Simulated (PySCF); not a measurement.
InH (charge −1, doublet)

```xyz
2

In    0.0000    0.0000   -0.0165
H     0.0000    0.0000    1.8825
```

Core potentials replace the inner electrons of In.

Level of theory: PBE0/aug-cc-pVDZ(-PP), non-relativistic Hamiltonian with scalar-relativistic core potentials where named, at a bond length of 1.899 Å in PySCF.

What can the converged electron density, electron localisation function and spin density tell about the bonding?

Answer. In–H (1.90 Å): ρ is about 0.72 e/Å³ halfway; the ELF climbs to about 1 towards the hydrogen.
The unpaired spin (1 electron) lies mostly on In1 (about 1.0), in electrons by Hirshfeld's partition.

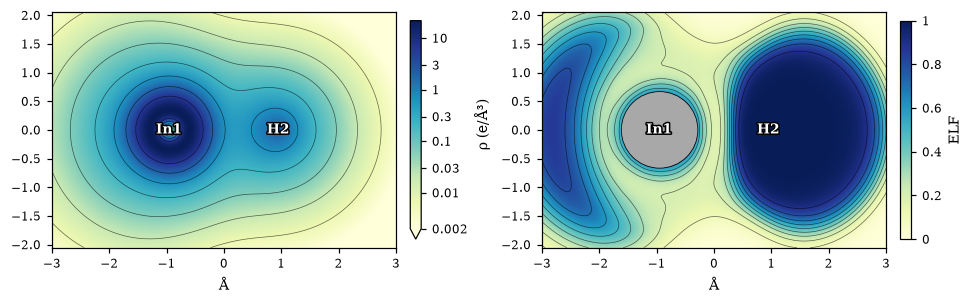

Computed electron density and electron localisation function on a plane that holds the molecular axis, in this order. Grey discs cover the atomic cores in the ELF map. 
